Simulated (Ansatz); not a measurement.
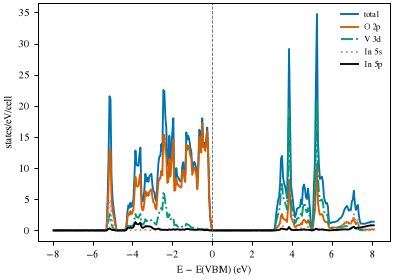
Figure. Total and projected density of states of VInO4 in space group Cmcm (No. 63; V on 4c, In on 4a, O on 8f, O on 8g), PBEsol (plane waves, PAW; program Ansatz)

**Question.** Which orbitals carry the states next to the gap?

**Answer.** Top 1 eV of the valence band: O 2p 94 %. Bottom 1 eV of the conduction band: V 3d 63 %, O 2p 24 %, In 5s 6 %. Projections are on Löwdin-orthogonalised atomic valence shells; empty p or d shells of many metals are not among them.

**Question.** Where is the tallest occupied peak in this window, and what makes it?

**Answer.** Near -2.4 eV, about 23 states/eV per cell; the largest projected share is O 2p.

The workflow started from a Materials Project entry (that database holds measured and hypothetical structures alike); the Crystallography Open Database files this formula in space group No. 63, but the cells were not matched. Its standing as an ambient phase is unchecked. Symmetry was held in the PBEsol relaxation; its stability against distortions is not shown here. The run is not spin-polarised. No Hubbard U is applied. Spin–orbit coupling is left out wherever it is not named.

Potentials: the later of the program's two PAW sets.
